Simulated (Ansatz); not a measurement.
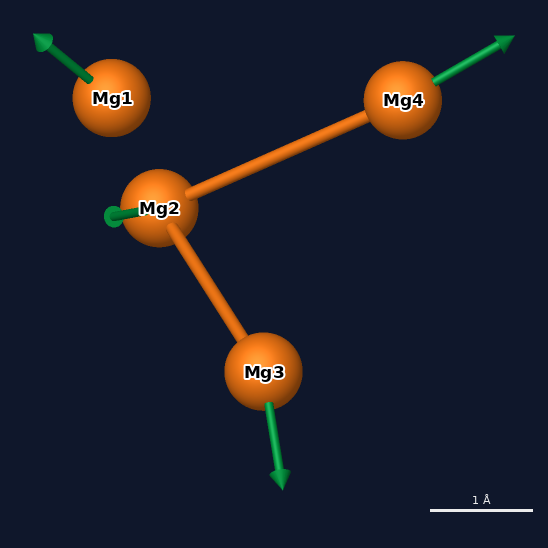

Arrows show the forces on the atoms, 2 Å of arrow for 1 eV/Å; forces under a tenth of the largest aren't drawn. Level of theory: RHF/def2-SVP (Ansatz).

List the force components in the frame of the picture (x right, y up, z towards the viewer), in eV/Å.

```json
{"atom": "Mg1", "Fx": "−0.28", "Fy": "0.23", "Fz": "0.27"}
{"atom": "Mg2", "Fx": "−0.19", "Fy": "−0.04", "Fz": "−0.44"}
{"atom": "Mg3", "Fx": "0.07", "Fy": "−0.43", "Fz": "0.18"}
{"atom": "Mg4", "Fx": "0.40", "Fy": "0.23", "Fz": "−0.01"}
```
